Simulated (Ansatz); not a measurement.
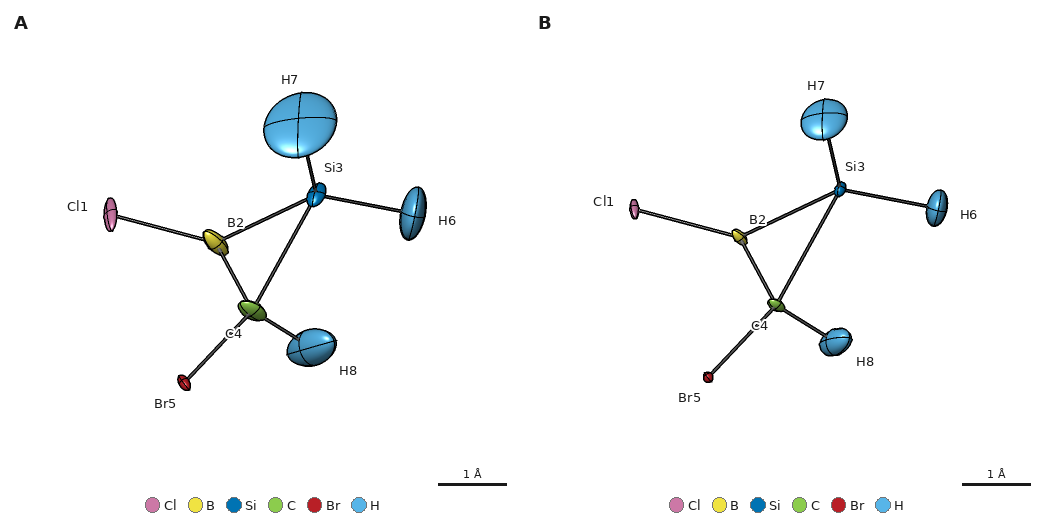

Displacement ellipsoids at the 50 % level, from the internal vibrations of the free molecule (harmonic, no overall translation or rotation; no half-axis is drawn under 0.075 Å). Vibrations computed with RKS PBE0-D4/def2-TZVP (Ansatz 0.2.0). One panel is for 298 K, the other for 900 K.

Which panel is for 900 K?

Answer. A.

How much does the mean-square displacement of Cl1 grow, and why?

Answer. U_eq goes from 0.0070 to 0.0207 Å², a factor of 3.0. Modes below kT (626 cm⁻¹ at 900 K) grow about in proportion to T, and the lowest lies at 78 cm⁻¹; the mean-square amplitude of a mode is its zero-point value times coth(ħω/2kT), which comes close to 1 only above about 3kT.
